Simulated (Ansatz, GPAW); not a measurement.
**Si/Ag(111): work function by functional and basis**

How far do functional and basis move the work function of Si/Ag(111)?

Method: Ansatz plane waves; slab in vacuum with a dipole correction, relaxation, in the first sound run; inputs show where later runs differ, in GPAW 26.7.0 and Ansatz 0.2.0.

### Step 1. The starting structure

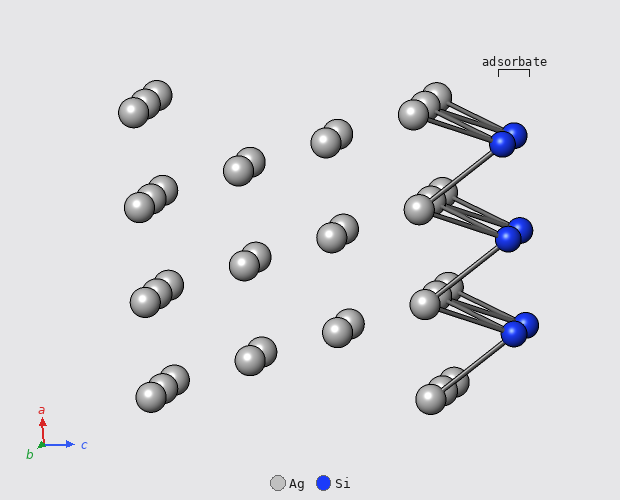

Start, viewed from the side, with the c axis across the page; silver light grey, silicon blue. 3×2×1 cells are drawn. Bonds to atoms that aren't drawn are left out. Some periodic images of atoms are drawn too.

The cell holds 5 atoms: 4 Ag and 1 Si. Its edges and angles: a = 2.892 Å, b = 2.892 Å, c = 25.191 Å, α = 90.0°, β = 90.0°, γ = 60.0°. Vacuum lies along c.

### Step 2. Relaxing the atoms

Forces are removed first; all later runs use this geometry. The lowest 2 atoms are held at bulk positions and keep their forces.

Input file input.yaml:

```yaml
crystal:
  lattice:
    - [2.8920667351, 0.0, 0.0]
    - [1.4460333675, 2.504603262, 0.0]
    - [0.0, 0.0, 25.1905842623]
  atoms:
    - { symbol: Ag, position: [0.0, 0.0, 0.3175789778] }
    - { symbol: Ag, position: [0.3333333333, 0.3333333333, 0.4113188679] }
    - { symbol: Ag, position: [0.6666666667, 0.6666666667, 0.505058758] }
    - { symbol: Ag, position: [0.0, 0.0, 0.5987986482] }
    - { symbol: Si, position: [0.6666666667, 0.6666666667, 0.6824210222] }
kpoints:
  mp_grid: { grid: [12, 12, 1] }
hamiltonian:
  xc: pbe
scf:
  occupations: { method: fermi_dirac, width: 0.1 }
efield:
  axis: 3
  dipole_correction: true
  ramp_width: 0.05
relax:
  f_tol: 0.02
  max_steps: 60
  constraints: [{ sites: [0, 1] }]
output:
  write_potential: true
  write_density: true
  volumetric_format: npy
```

The run is started by

```console
$ ansatz run input.yaml --threads 4 --pin off --max-ram 8192MiB --backend cpu --events-out ev --progress --plain --runs-dir out
```

Numbers of over 12 decimals in the logs are rounded to 6 here.

Log:

```text
Engine: ansatz 0.2.0, aarch64-unknown-linux-gnu
Pseudopotentials: kind: paw
Pseudopotential: Ag, paw, valence charge 19, recommended cutoff 420 eV (normal), Ag.paw.azcp
Pseudopotential: Si, paw, valence charge 4, recommended cutoff 420 eV (normal), Si.paw.azcp
Functional definition: PBE
  parameter kappa = 0.804
  parameter beta = 0.066725
  exchange = pbe_x(kappa = kappa, mu = beta*pi^2/3)
  correlation = pbe_c(beta = beta)
Crystal: 5 atoms, lattice volume = 182.467 Å³
Basis set: ecut = 420 eV, 3553 PW (Γ), exchange–correlation on 40×40×360 points (8 copies of the dense FFT grid, shifted against one another)
Bands: 48, of which v1, the nominal top of the filled ones, is band 40 counted from 1 (39 counted from 0)
Symmetry: 6 space group operations
Space group: P3m1 (ITA 156), of the structure as read, at distance tolerance 5.7e-5 Å
k-points: 19 of 144 (time reversal used)
Non-local potential: Ag, projectors of the file, l = 0: 3, l = 1: 2, l = 2: 2, l = 3: 1
Non-local potential: Si, projectors of the file, l = 0: 2, l = 1: 2, l = 2: 2
PAW form: soft (Blöchl's): semilocal exchange-correlation on the pseudo side does not see the compensation charge
PAW one-centre angular grid: Ag, 590 points (default); XC on 64 Gauss nodes
PAW one-centre angular grid: Si, 110 points (default); XC on 64 Gauss nodes
Initial density: superposition of atomic densities (neutral atoms: chi_scale 0, normalization atom), corrected by the library's trained network
Initial wavefunctions: pseudopotential atomic-orbital guess
Functional: x = pbe(κ = 0.804, μ = 0.219515), c = pbe(β = 0.066725)
SCF iter   1: F=—  HF=-30996.698944 eV  |F-HF|=—  |Δ(HF+E_count)|=         —  Δρ=1.58e-3  dr2=8.89e-2  ethr=1.77e-3  p=-0.014 e·Å  D=-1.40e-2 V/Å  ΔV_dip=0.35 eV  dr2_dipole=5.35e-2  V_vac-E_F(+/−)=4.73/4.38 eV  ⟨swp⟩=9.2  Hψ=4111  notcnv=0  defer=7
efield: sawtooth ramp at fractional position 0.9750 (placed from the atoms, in the widest stretch of the axis that holds none; the zero of the levels goes with the place), width 0.0500; the density the first Hamiltonian is built on has a dipole p = -0.014 e·Å; the dipole correction subtracts the counter field D = -1.40e-2 V/Å, which shifts the + side's vacuum level by +0.35 eV against the − side's; the planar-averaged density in the ramp window peaks in size at 4.3e-6 e/Å³
preconditioner: auto → LDOS  [metal: Δε(μ)=0.068 eV  Ē_g=8.656 eV  σ=0.100 eV  W_gap=0.17  n_scr=18 (ndim 8)  ℏωp=19.0 eV  f_vac=0.501  D(μ)=2.03/eV (n_scr^D=10)  β→1.0]
SCF iter   2: F=—  HF=-30996.706777 eV  |F-HF|=—  |Δ(HF+E_count)|=   7.83e-3  Δρ=1.30e-3  dr2=7.62e-3  ethr=1.11e-4  p=-0.017 e·Å  D=-1.67e-2 V/Å  ΔV_dip=0.42 eV  dr2_dipole=5.35e-4  V_vac-E_F(+/−)=4.86/4.44 eV  ⟨swp⟩=2.3  Hψ=1638  notcnv=0  defer=17
SCF iter   3: F=—  HF=-30996.705663 eV  |F-HF|=—  |Δ(HF+E_count)|=   1.11e-3  Δρ=5.18e-4  dr2=1.01e-3  ethr=9.53e-6  p=-0.015 e·Å  D=-1.52e-2 V/Å  ΔV_dip=0.38 eV  dr2_dipole=2.08e-4  V_vac-E_F(+/−)=4.83/4.44 eV  ⟨swp⟩=2.1  Hψ=1419  notcnv=0  defer=17
SCF iter   4: F=—  HF=-30996.705507 eV  |F-HF|=—  |Δ(HF+E_count)|=   1.56e-4  Δρ=1.11e-4  dr2=3.48e-5  ethr=1.27e-6  p=-0.015 e·Å  D=-1.53e-2 V/Å  ΔV_dip=0.38 eV  dr2_dipole=6.52e-6  V_vac-E_F(+/−)=4.83/4.44 eV  ⟨swp⟩=2.3  Hψ=1522  notcnv=0  defer=17
iter 5 did not close the SCF: its close was put off for the readings that it lacked (scf_convergence_deferred on its scf_iter line)
SCF iter   5: F=-30996.705505 eV  HF=-30996.705506 eV  |F-HF|=1.79e-6  |Δ(HF+E_count)|=   2.16e-7  Δρ=3.56e-5  dr2=4.50e-6  ethr=4.35e-8  p=-0.015 e·Å  D=-1.53e-2 V/Å  ΔV_dip=0.38 eV  dr2_dipole=8.03e-7  V_vac-E_F(+/−)=4.83/4.44 eV  ⟨swp⟩=2.9  Hψ=1621  notcnv=0  defer=17
SCF iter   6: F=-30996.705508 eV  HF=-30996.705508 eV  |F-HF|=2.48e-7  |Δ(HF+E_count)|=   1.98e-6  Δρ=1.47e-5  dr2=7.13e-7  ethr=5.62e-9  p=-0.015 e·Å  D=-1.53e-2 V/Å  ΔV_dip=0.38 eV  dr2_dipole=3.56e-8  V_vac-E_F(+/−)=4.83/4.44 eV  ⟨swp⟩=9.4  Hψ=7373  notcnv=0
SCF 1 converged in 6 iterations: F = -30996.705508 eV  dr2 = 7.13e-7
  greatest PAW one-centre occupation: 1.000 electrons in one spin orbital (limit 2), on the Ag atom at site 3 (counted from 0), in its partial waves of l = 0
relax step   1: F+E_penalty+E_count = -30996.70550813 eV  Δ(F+E_penalty+E_count) = +0.000e0 eV  max|allowed force component| = 4.908e-1 eV/Å  Δτ_max = 0.0000 Å  (6 SCF iters, dr2 threshold 1.00e-5 eV, accepted)
Initial density: handed on by an earlier stage of this run
Initial wavefunctions: those handed on with the density
iter 1 solved again at ethr=1.24e-4 eV; its pass at ethr=3.10e-3 eV (dr2=9.89e-2 eV) is discarded
SCF iter   1: F=—  HF=-30996.754050 eV  |F-HF|=—  |Δ(HF+E_count)|=         —  Δρ=4.08e-3  dr2=6.78e-2  ethr=1.24e-4  p=-0.015 e·Å  D=-1.53e-2 V/Å  ΔV_dip=0.38 eV  dr2_dipole=1.23e-2  V_vac-E_F(+/−)=4.83/4.44 eV  ⟨swp⟩=1.9  Hψ=3566  notcnv=0  defer=19
efield: sawtooth ramp at fractional position 0.9750 (handed on by an earlier solve), width 0.0500; the density the first Hamiltonian is built on has a dipole p = -0.015 e·Å; the dipole correction subtracts the counter field D = -1.53e-2 V/Å, which shifts the + side's vacuum level by +0.38 eV against the − side's; the planar-averaged density in the ramp window peaks in size at 2.5e-6 e/Å³
preconditioner: auto → LDOS  [metal: Δε(μ)=0.121 eV  Ē_g=8.557 eV  σ=0.100 eV  W_gap=0.29  n_scr=18 (ndim 8)  ℏωp=19.0 eV  f_vac=0.494  D(μ)=2.07/eV (n_scr^D=10)  β→1.0]
SCF iter   2: F=—  HF=-30996.754344 eV  |F-HF|=—  |Δ(HF+E_count)|=   2.94e-4  Δρ=3.70e-3  dr2=6.79e-2  ethr=8.48e-5  p=-0.012 e·Å  D=-1.18e-2 V/Å  ΔV_dip=0.30 eV  dr2_dipole=8.87e-3  V_vac-E_F(+/−)=4.76/4.46 eV  ⟨swp⟩=2.1  Hψ=1703  notcnv=0  defer=19
SCF iter   3: F=—  HF=-30996.743165 eV  |F-HF|=—  |Δ(HF+E_count)|=   1.12e-2  Δρ=5.75e-4  dr2=1.37e-3  ethr=8.48e-5  p=-0.011 e·Å  D=-1.13e-2 V/Å  ΔV_dip=0.28 eV  dr2_dipole=3.81e-4  V_vac-E_F(+/−)=4.74/4.45 eV  ⟨swp⟩=2.1  Hψ=1500  notcnv=0  defer=20
SCF iter   4: F=—  HF=-30996.742982 eV  |F-HF|=—  |Δ(HF+E_count)|=   1.83e-4  Δρ=2.91e-4  dr2=3.55e-4  ethr=1.72e-6  p=-0.011 e·Å  D=-1.13e-2 V/Å  ΔV_dip=0.28 eV  dr2_dipole=5.66e-5  V_vac-E_F(+/−)=4.74/4.45 eV  ⟨swp⟩=2.7  Hψ=1692  notcnv=0  defer=22
SCF iter   5: F=—  HF=-30996.742968 eV  |F-HF|=—  |Δ(HF+E_count)|=   1.38e-5  Δρ=1.75e-4  dr2=1.04e-4  ethr=4.43e-7  p=-0.011 e·Å  D=-1.11e-2 V/Å  ΔV_dip=0.28 eV  dr2_dipole=1.44e-5  V_vac-E_F(+/−)=4.73/4.45 eV  ⟨swp⟩=2.0  Hψ=1263  notcnv=0  defer=22
SCF iter   6: F=-30996.742957 eV  HF=-30996.742961 eV  |F-HF|=3.73e-6  |Δ(HF+E_count)|=   7.21e-6  Δρ=3.55e-5  dr2=4.87e-6  ethr=1.88e-8  p=-0.011 e·Å  D=-1.10e-2 V/Å  ΔV_dip=0.28 eV  dr2_dipole=8.74e-7  V_vac-E_F(+/−)=4.73/4.45 eV  ⟨swp⟩=10.5  Hψ=7949  notcnv=0
SCF 2 converged in 6 iterations: F = -30996.742957 eV  dr2 = 4.87e-6
relax step   2: F+E_penalty+E_count = -30996.74295719 eV  Δ(F+E_penalty+E_count) = -3.745e-2 eV  max|allowed force component| = 1.476e-1 eV/Å  Δτ_max = 0.1918 Å  (6 SCF iters, dr2 threshold 1.51e-5 eV, accepted)
SCF iter   1: F=—  HF=-30996.747092 eV  |F-HF|=—  |Δ(HF+E_count)|=         —  Δρ=9.59e-4  dr2=4.21e-3  ethr=4.82e-5  p=-0.011 e·Å  D=-1.10e-2 V/Å  ΔV_dip=0.28 eV  dr2_dipole=1.01e-3  V_vac-E_F(+/−)=4.73/4.45 eV  ⟨swp⟩=3.4  Hψ=1988  notcnv=0  defer=23
efield: sawtooth ramp at fractional position 0.9750 (handed on by an earlier solve), width 0.0500; the density the first Hamiltonian is built on has a dipole p = -0.011 e·Å; the dipole correction subtracts the counter field D = -1.10e-2 V/Å, which shifts the + side's vacuum level by +0.28 eV against the − side's; the planar-averaged density in the ramp window peaks in size at 2.8e-6 e/Å³
preconditioner: auto → LDOS  [metal: Δε(μ)=0.121 eV  Ē_g=8.522 eV  σ=0.100 eV  W_gap=0.29  n_scr=18 (ndim 8)  ℏωp=19.0 eV  f_vac=0.492  D(μ)=2.08/eV (n_scr^D=10)  β→1.0]
SCF iter   2: F=—  HF=-30996.746936 eV  |F-HF|=—  |Δ(HF+E_count)|=   1.56e-4  Δρ=9.45e-4  dr2=3.54e-3  ethr=5.26e-6  p=-0.010 e·Å  D=-9.81e-3 V/Å  ΔV_dip=0.25 eV  dr2_dipole=7.08e-4  V_vac-E_F(+/−)=4.71/4.46 eV  ⟨swp⟩=2.2  Hψ=1793  notcnv=0  defer=23
SCF iter   3: F=—  HF=-30996.746408 eV  |F-HF|=—  |Δ(HF+E_count)|=   5.28e-4  Δρ=1.88e-4  dr2=1.27e-4  ethr=4.43e-6  p=-0.010 e·Å  D=-9.68e-3 V/Å  ΔV_dip=0.24 eV  dr2_dipole=3.38e-5  V_vac-E_F(+/−)=4.70/4.46 eV  ⟨swp⟩=2.1  Hψ=1500  notcnv=0  defer=23
SCF iter   4: F=—  HF=-30996.746432 eV  |F-HF|=—  |Δ(HF+E_count)|=   2.44e-5  Δρ=7.45e-5  dr2=1.90e-5  ethr=1.59e-7  p=-0.010 e·Å  D=-9.66e-3 V/Å  ΔV_dip=0.24 eV  dr2_dipole=6.19e-6  V_vac-E_F(+/−)=4.70/4.46 eV  ⟨swp⟩=2.8  Hψ=1611  notcnv=0  defer=23
SCF iter   5: F=—  HF=-30996.746434 eV  |F-HF|=—  |Δ(HF+E_count)|=   1.54e-6  Δρ=3.49e-5  dr2=3.89e-6  ethr=2.38e-8  p=-0.010 e·Å  D=-9.61e-3 V/Å  ΔV_dip=0.24 eV  dr2_dipole=6.80e-7  V_vac-E_F(+/−)=4.70/4.46 eV  ⟨swp⟩=2.0  Hψ=1266  notcnv=0  defer=23
SCF iter   6: F=-30996.746434 eV  HF=-30996.746434 eV  |F-HF|=9.69e-8  |Δ(HF+E_count)|=   1.85e-7  Δρ=6.69e-6  dr2=8.24e-8  ethr=1.70e-9  p=-0.010 e·Å  D=-9.57e-3 V/Å  ΔV_dip=0.24 eV  dr2_dipole=1.82e-9  V_vac-E_F(+/−)=4.70/4.46 eV  ⟨swp⟩=10.9  Hψ=6929  notcnv=0
SCF 3 converged in 6 iterations: F = -30996.746434 eV  dr2 = 8.24e-8
relax step   3: F+E_penalty+E_count = -30996.74643427 eV  Δ(F+E_penalty+E_count) = -3.477e-3 eV  max|allowed force component| = 9.874e-3 eV/Å  Δτ_max = 0.0449 Å  (6 SCF iters, dr2 threshold 1.36e-6 eV, accepted)
iter 1 solved again at ethr=9.88e-11 eV; its pass at ethr=3.10e-3 eV (dr2=7.90e-8 eV) is discarded
SCF iter   1: F=—  HF=-30996.746428 eV  |F-HF|=—  |Δ(HF+E_count)|=         —  Δρ=6.69e-6  dr2=7.89e-8  ethr=9.88e-11  p=-0.010 e·Å  D=-9.57e-3 V/Å  ΔV_dip=0.24 eV  dr2_dipole=8.22e-10  V_vac-E_F(+/−)=4.70/4.46 eV  ⟨swp⟩=1.0  Hψ=2280  notcnv=0  defer=23
efield: sawtooth ramp at fractional position 0.9750 (handed on by an earlier solve), width 0.0500; the density the first Hamiltonian is built on has a dipole p = -0.010 e·Å; the dipole correction subtracts the counter field D = -9.57e-3 V/Å, which shifts the + side's vacuum level by +0.24 eV against the − side's; the planar-averaged density in the ramp window peaks in size at 2.7e-6 e/Å³
preconditioner: auto → LDOS  [metal: Δε(μ)=0.121 eV  Ē_g=8.516 eV  σ=0.100 eV  W_gap=0.29  n_scr=18 (ndim 8)  ℏωp=19.0 eV  f_vac=0.492  D(μ)=2.08/eV (n_scr^D=10)  β→1.0]
SCF iter   2: F=-30996.746434 eV  HF=-30996.746434 eV  |F-HF|=3.37e-8  |Δ(HF+E_count)|=   5.81e-6  Δρ=4.13e-6  dr2=5.22e-8  ethr=9.86e-11  p=-0.010 e·Å  D=-9.55e-3 V/Å  ΔV_dip=0.24 eV  dr2_dipole=5.62e-9  V_vac-E_F(+/−)=4.70/4.46 eV  ⟨swp⟩=10.0  Hψ=6440  notcnv=0
SCF 4 converged in 2 iterations: F = -30996.746434 eV  dr2 = 5.22e-8
relax step   4: F+E_penalty+E_count = -30996.74643426 eV  Δ(F+E_penalty+E_count) = +7.240e-9 eV  max|allowed force component| = 9.994e-3 eV/Å  Δτ_max = 0.0000 Å  (2 SCF iters, accepted)
NSCF: frozen V_eff on 19 k-points
the band table was solved once a step of the walk had ended and its energy, with any forces and stress, was formed, with the checks that follow a solve (4817 applications of the Hamiltonian). They found nothing against the state; the energy, forces and stress were not computed again (output.eigenvalues in the input reference)
WARN: The input density's exchange-correlation potential varies sharply where the density is thin. Do not read a vacuum level from v_tot or v_xc, or from such a field of the output density. On a cell that repeats whose density bears no net charge and no dipole along the vacuum's axis use v_es (v_loc + v_h of the components); under efield.dipole_correction with no amplitude use v_es + v_field, which holds any external [...]
SCF converged after 2 iterations
Free energy (F): -30996.746434 eV
Harris-Foulkes:  -30996.746434 eV  (|F-HF|=3.37e-8)
Internal energy: -30996.677058 eV  (E = F + TS)
E sigma→0 (E₀):  -30996.711746 eV
Entropy (-TS):   -0.069377 eV (-13.875 meV/atom)
Fermi energy:    4.876691 eV
Dipole field:    D = -0.009447 V/Å  (p = -0.009526 e·Å, saw-weighted, corrected)
Work function:   Φ+ = 4.6957 eV   Φ− = 4.4577 eV
Levels:          The Fermi level and band energies are counted from a zero that moves with the ramp; work functions are not
--- Per-component energies (eV) ---
  E_band       = -1883.461750
  E_kinetic    = 2145.663992
  E_local      = -129248.011190  (includes V_loc(G=0)·N_el)
  E_nonlocal   = 345.183390
  E_hartree    = 63752.904961
  E_xc         = -793.277355
  E_vxc        = -984.354091  (∫ρ·V_xc dr)
  E_paw        = -16119.579161  (= ΣΔE_a)
  E_vpaw       = -1647.206797  (= ΣTr[D̂ρ^β])
  E_aug_tail   = 0.001307  (compensation charges beyond the density's cutoff)
  E_efield     = 0.000045  (sawtooth field / dipole correction)
  E_vefield    = -0.545813  (∫n·V_field dr)
  E_ewald      = 48920.436953
  E_smearing   = -0.069377  (= −TS)
  E_closure    = -0.000000  (closes the sum)
  Σ components = -30996.746434   (vs F -30996.746434, Δ=0.00e0)
--- Forces (eV/Å), atoms counted from 1 ---
  atom   1  Ag    -0.00000000    -0.00000000    -0.17258861
  atom   2  Ag     0.00000000     0.00000000     0.16422724
  atom   3  Ag    -0.00000000     0.00000000     0.00999385
  atom   4  Ag    -0.00000000     0.00000000    -0.00677885
  atom   5  Si     0.00000000     0.00000000     0.00530457
  max |Σ_I F_I| component: 1.58e-4 eV/Å
--- Band table (eV; the first three rows and the last of 19) ---
  k-point 0: bands = [... 36 lower, 1.4863, 1.4863, 1.8011, 1.8011, 2.5278, 4.5709, 7.8660, 9.0456, ... 4 higher]
  k-point 1: bands = [... 36 lower, 1.3910, 1.4875, 1.7691, 1.8064, 2.9699, 4.9272, 8.0090, 9.2040, ... 4 higher]
  k-point 2: bands = [... 36 lower, 1.3705, 1.4822, 1.8185, 2.2059, 3.7550, 5.7754, 8.4283, 9.5491, ... 4 higher]
  k-point 18: bands = [... 36 lower, 2.0482, 3.0545, 3.1969, 7.0254, 8.2388, 8.4043, 8.5323, 9.1085, ... 4 higher]
--- Relaxed structure (4 steps of the walk, 4 accepted, 0 SCFs on fresh bases) ---
  F+E_penalty+E_count = -30996.74643426 eV   max|allowed force component| = 9.994e-3 eV/Å
  atoms:
    - { symbol: Ag, position: [-1.8503717077624478e-17, -1.850371707762447e-17, 0.3175789778] }
    - { symbol: Ag, position: [0.333333, 0.333333, 0.4113188679] }
    - { symbol: Ag, position: [0.666667, 0.666667, 0.506773] }
    - { symbol: Ag, position: [-1.7682570115305048e-17, -1.8723742743045228e-17, 0.603211] }
    - { symbol: Si, position: [0.666667, 0.666667, 0.691814] }
```

The job ended after 23 s (4 threads of Arm Neoverse N1, shared host; peak memory 0.53 GiB).

Step by step:

```
step  energy less that of the first step (eV)  largest force component (eV/Å)
   1                                   0.0000                          0.4908
   2                                  -0.0374                          0.1476
   3                                  -0.0409                          0.0099
   4                                  -0.0409                          0.0100
```

Forces are held to the 6 operations that the run works with; a distortion that breaks them can't arise in this run.

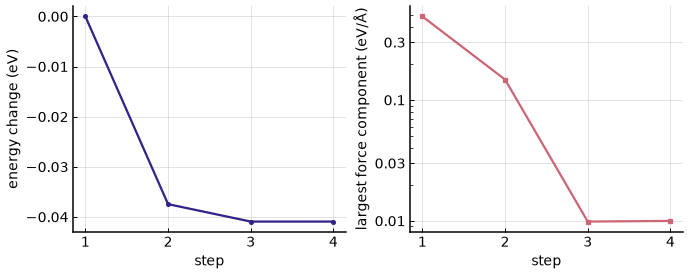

Energy and largest force along the relaxation.

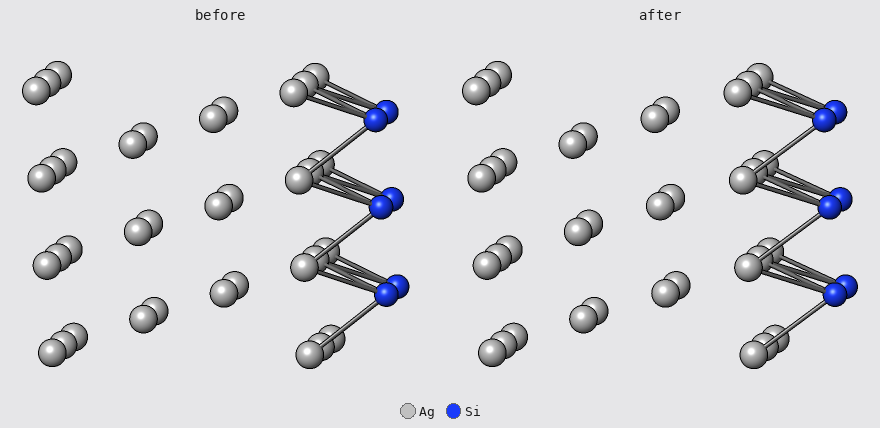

Before and after, at one scale. Bonds to atoms that aren't drawn are left out.

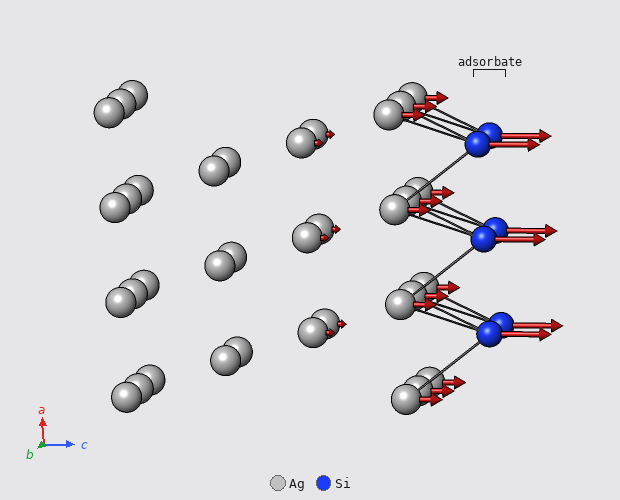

Displacements in the relaxation, exaggerated; the longest in the cell stands for 0.24 Å. Bonds to atoms that aren't drawn are left out. 3×2×1 cells are drawn. Some periodic images of atoms are drawn too.

The atoms that moved most (Å):

```
atom     dx     dy     dz  length
 Si5  0.000  0.000  0.237   0.237
 Ag4  0.000  0.000  0.111   0.111
 Ag3  0.000  0.000  0.043   0.043
```

Final coordinates:

```xyz
5
Lattice="2.8921 0.0000 0.0000 1.4460 2.5046 0.0000 0.0000 0.0000 25.1906" Properties=species:S:1:pos:R:3
Ag    0.0000    0.0000    8.0000
Ag    1.4460    0.8349   10.3614
Ag    2.8921    1.6697   12.7659
Ag    0.0000    0.0000   15.1952
Si    2.8921    1.6697   17.4272
```

This step gave:

```yaml
free_energy: -30996.7464 eV
smearing_term_ts: 0.06938 eV
symmetry_operations: 6
upper_work_function: 4.696 eV
lower_work_function: 4.458 eV
dipole_along_the_normal: -0.009526 e·Å
dipole_field: -0.009447 V/Å
vacuum_level_above: 9.572 eV
vacuum_level_below: 9.334 eV
```

The electrostatic potential energy of an electron (with the applied field's), less the Fermi level, planar mean oscillates, so the rows of the table below give means over windows of 2.38 Å about each position, cut where the curve ends. Its maxima inside the range that stand out by 2 % of the span (Å: eV): 9.2: 0.642, 11.6: 0.983, 14.0: 1.12, 16.4: -0.476. Its minima: 8.0: -12.5, 10.4: -12.7, 12.7: -12.5, 15.3: -12.7, 17.4: -15.0.

Table of electrostatic potential energy of an electron (with the applied field's), less the Fermi level, planar mean by z; means over each step:

```
z (Å)  electrostatic potential energy of an electron (with the applied field's), less the Fermi level, planar mean (eV)
 1.19                                                                                                              4.47
 3.57                                                                                                              4.45
 5.95                                                                                                              3.60
 8.33                                                                                                             -5.92
10.71                                                                                                             -5.94
13.09                                                                                                             -5.78
15.47                                                                                                             -6.44
17.85                                                                                                             -5.78
20.23                                                                                                              4.59
22.61                                                                                                              4.70
24.99                                                                                                              4.68
```

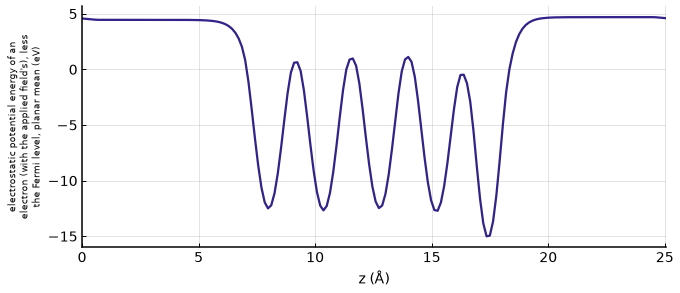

Electrostatic potential energy of an electron (with the applied field's), less the Fermi level, planar mean, plotted against z.

The valence density, planar mean oscillates, so the rows of the table below give means over windows of 2.38 Å about each position, cut where the curve ends. Its maxima inside the range that stand out by 2 % of the span (Å: e/Å³): 8.0: 2.62, 10.4: 2.62, 12.7: 2.61, 15.3: 2.59. Its minima: 9.2: 0.192, 11.6: 0.183, 14.0: 0.176.

Table of valence density, planar mean by z; means over each step:

| z (Å) | valence density, planar mean (e/Å³) |
| --- | --- |
| 3.57 | 7.2e-5 |
| 5.95 | 0.0352 |
| 8.33 | 1.10 |
| 10.71 | 1.10 |
| 13.09 | 1.10 |
| 15.47 | 1.11 |
| 17.85 | 0.194 |
| 20.23 | 0.00455 |
| 22.61 | 6.1e-6 |

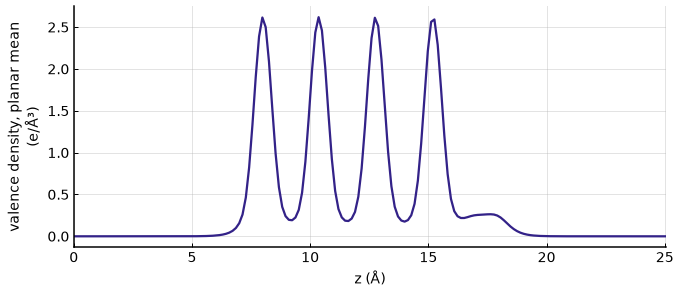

Valence density, planar mean, plotted against z.

The relaxation lowered the energy of the cell by 0.0409 eV.

(Part 1 of 3 ends here.)

[Logs are printed without paths, hosts, clocks, repeated set-up lines and the standing remarks that a program may print on its own settings, such as how far it seeks lower states.]

[Hosts, paths, dates, database ids (printed as entryN), source tags and the programs' standing remarks are cut or masked in the printed files.]
